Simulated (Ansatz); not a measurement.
K2NaRhF6 (space group Fm-3m)

```yaml
crystal:
  lattice:
    - [0.00000, 4.06954, 4.06954]
    - [4.06954, 0.00000, 4.06954]
    - [4.06954, 4.06954, 0.00000]
  atoms:
    - { symbol: K, position: [0.75000, 0.75000, 0.75000] }
    - { symbol: K, position: [0.25000, 0.25000, 0.25000] }
    - { symbol: Na, position: [0.50000, 0.50000, 0.50000] }
    - { symbol: Rh, position: [0.00000, 0.00000, 0.00000] }
    - { symbol: F, position: [0.76088, 0.23912, 0.23912] }
    - { symbol: F, position: [0.23912, 0.76088, 0.76088] }
    - { symbol: F, position: [0.23912, 0.76088, 0.23912] }
    - { symbol: F, position: [0.76088, 0.23912, 0.76088] }
    - { symbol: F, position: [0.23912, 0.23912, 0.76088] }
    - { symbol: F, position: [0.76088, 0.76088, 0.23912] }
```

A phonon eigenvector at Γ is frozen into this cell: atom i moves by Q times the vector below, so Q is the largest atomic displacement, in Å. The cell is held. It is one choice among 3 degenerate patterns.

```
atom      x       y       z
----  -----  ------  ------
F7    0.000   0.000   1.000
F8    0.000   0.000  -1.000
F9    0.000  -1.000   0.000
F10   0.000   1.000   0.000
```

Atoms not listed stay in place.

Method: LDA (plane waves to 420 eV, PAW, scalar-relativistic; Ansatz, a program for electronic structure). k mesh 7×7×7 (Γ-centred), fixed occupations. K2NaRhF6 is run without spin polarisation and with no Hubbard U. K2NaRhF6 was relaxed with its symmetry unable to fall. ΔE is measured from the undisplaced structure.

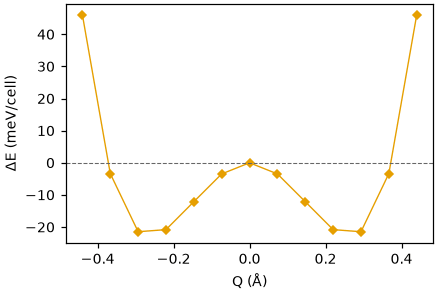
Fig. 1. ΔE (meV/cell) against Q (Å); computed points joined by lines.

Q: Is this a single well or a double well?

A: A double well: the undisplaced structure is a maximum between two minima.

Q: What is the energy change at Q = 0.440 Å?

A: About 46 meV/cell.

Q: By a smooth curve through the points, how far does the most displaced atom move to reach the deepest minimum?

A: About 0.26 Å from zero.

Q: By a smooth curve, how deep is the well, measured from the undisplaced structure?

A: About 23 meV/cell, cell held fixed.

(For displaced atoms, the force is minus the slope of the energy, and its curvature is a force constant, which sets phonon frequencies.)
